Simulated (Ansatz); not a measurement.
CH3AlF2···H2

Input file:

```
crystal:
  periodic: [false, false, false]
  atoms:
    - { symbol: Al, position_ang: [-0.431578, 0.150132, -1.029243] }
    - { symbol: C, position_ang: [1.016359, 0.346356, 0.280266] }
    - { symbol: F, position_ang: [-0.52715, -1.160009, -2.056554] }
    - { symbol: F, position_ang: [-1.596762, 1.322996, -1.247434] }
    - { symbol: H, position_ang: [-0.892134, -0.764971, 1.16907] }
    - { symbol: H, position_ang: [-1.513686, -1.067428, 1.272267] }
    - { symbol: H, position_ang: [0.689483, 0.93526, 1.153293] }
    - { symbol: H, position_ang: [1.878224, 0.874201, -0.16787] }
    - { symbol: H, position_ang: [1.377245, -0.636538, 0.626107] }
basis:
  gaussian: { orbitals: "6-31G*" }
hamiltonian:
  xc: pbe
  dispersion: d4
relax:
  f_tol: 0.03
  max_steps: 50
output:
  orbitals: {}
```

Command:

```sh
ansatz run input.yaml --threads 2 --pin off --max-ram 3072MiB --backend cpu --events-out ev --progress --plain --runs-dir out
```

The fields are those of the run's last geometry, not of the input's.

All numbers below come from RKS PBE-D4/6-31G* (Ansatz 0.2.0).

Q: What can the converged electron density and electron localisation function tell about the bonding?

A: Al–F (1.67 Å): ρ at the midpoint is about 0.83 e/Å³; the ELF peaks at about 0.85 in the valence shell of F, 0.5 Å from its nucleus, and is about 0.30 at the midpoint.
C–Al (1.95 Å): ρ at the midpoint is about 0.72 e/Å³; the ELF peaks at about 0.95 between the atoms, as expected for a polar covalent bond.

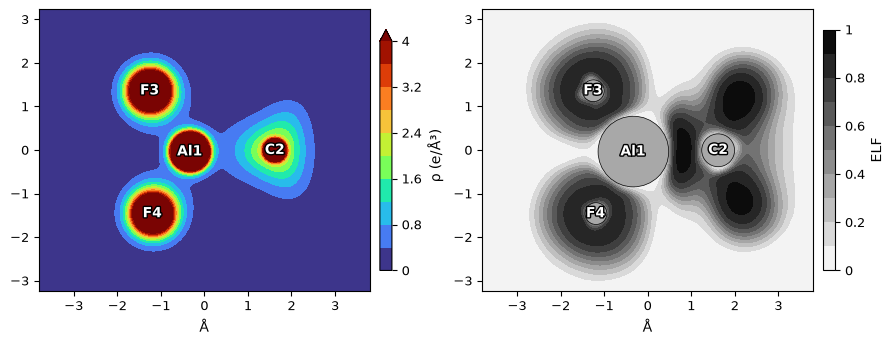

Computed electron density and electron localisation function on the plane of atoms C2, Al1 and F3, in this order. Grey discs cover the atomic cores in the ELF map. 
